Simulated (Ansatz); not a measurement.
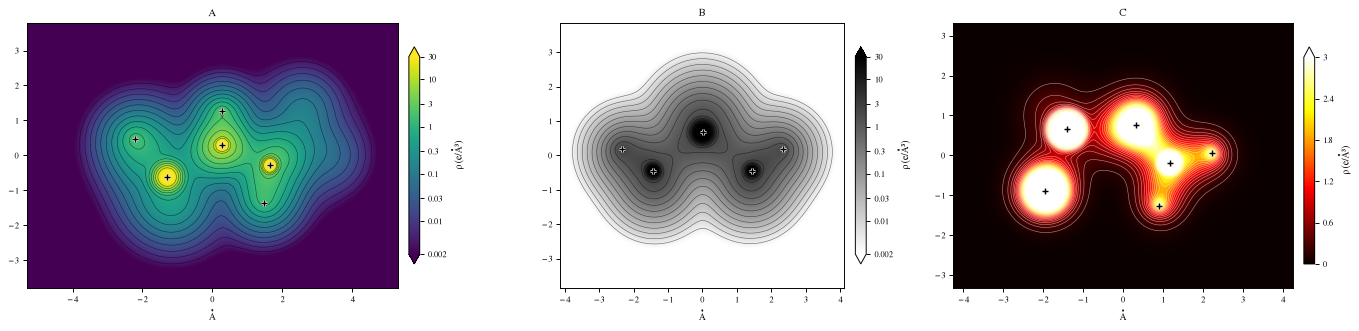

The electron density of 3 systems, each on a plane through atoms (crosses mark nuclei in the plane).

Theory: isolated molecule in a Gaussian basis; Kohn-Sham density functional theory, functional PBE0 in Ansatz 0.2.0.

System 1: C₃H₁₁OSi (SMILES CC[OH+][SiH2]C) (charge +1), the plane of atoms C2, O4 and H11. Geometry: PBE0-D3(BJ)/def2-SVP.

```xyz
16

C     2.5148    0.6129    1.1638
C     1.3084    0.6287    0.2745
C    -0.7117    0.6545   -2.8075
O     1.7065    0.3757   -1.1308
Si    1.0365    1.2002   -2.6213
H     3.2413    1.3871    0.8795
H     2.1899    0.8140    2.1956
H     3.0084   -0.3717    1.1696
H     0.5638   -0.1381    0.5303
H     0.8196    1.6120    0.2401
H     2.3120   -0.3788   -1.2219
H     1.2384    2.6187   -2.2483
H     2.0083    0.6797   -3.6095
H    -1.1337    1.1389   -3.7047
H    -1.3321    0.9572   -1.9502
H    -0.7892   -0.4341   -2.9483
```

System 2: C₂H₇BeS (SMILES [BeH][S+](C)C) (charge +1), the plane of atoms S4, C1 and H8. Geometry: PBE-D3(BJ)/def2-SVP.

```yaml
atoms:
  - { symbol: C, position_ang: [1.1564, -1.3932, -0.2311] }
  - { symbol: C, position_ang: [-0.8931, -2.3140, 1.5890] }
  - { symbol: Be, position_ang: [-1.0198, -3.2412, -1.3196] }
  - { symbol: S, position_ang: [0.2425, -2.9026, 0.2730] }
  - { symbol: H, position_ang: [-1.8411, -3.4359, -2.3430] }
  - { symbol: H, position_ang: [0.4695, -0.5735, -0.5114] }
  - { symbol: H, position_ang: [1.7859, -1.1076, 0.6332] }
  - { symbol: H, position_ang: [1.8092, -1.6793, -1.0781] }
  - { symbol: H, position_ang: [-1.5228, -3.1763, 1.8811] }
  - { symbol: H, position_ang: [-1.5099, -1.4628, 1.2465] }
  - { symbol: H, position_ang: [-0.2537, -2.0240, 2.4446] }
```

System 3: CH₄FNSi, the plane of atoms N3, C1 and H6. Geometry: PBE0-D3(BJ)/pcseg-1.

```yaml
atoms:
  - { symbol: C, position_ang: [-0.9706, -0.7115, -1.8358] }
  - { symbol: F, position_ang: [1.8759, 0.3811, -0.8740] }
  - { symbol: N, position_ang: [-0.7126, 0.5201, -1.9311] }
  - { symbol: Si, position_ang: [0.7284, 1.3705, -1.4921] }
  - { symbol: H, position_ang: [-1.9486, -1.0929, -2.1652] }
  - { symbol: H, position_ang: [-0.2704, -1.4647, -1.4347] }
  - { symbol: H, position_ang: [1.2810, 1.9934, -2.7187] }
  - { symbol: H, position_ang: [0.3728, 2.3595, -0.4465] }
```

Match each panel to its system.

Answer. Panel A is system 1, C₃H₁₁OSi: the plane holds C, O, Si and H. C–O (1.48 Å): ρ at the midpoint is about 1.7 e/Å³, with its minimum of 1.3 e/Å³ about 0.5 Å from C. Panel B is system 2, C₂H₇BeS: the plane holds C, S and H. C–S (1.84 Å): the density is about 1.2 e/Å³ at the midpoint. Panel C is system 3, CH₄FNSi: the plane holds C, F, N, Si and H. C–N (1.26 Å): ρ at the midpoint is about 2.9 e/Å³.
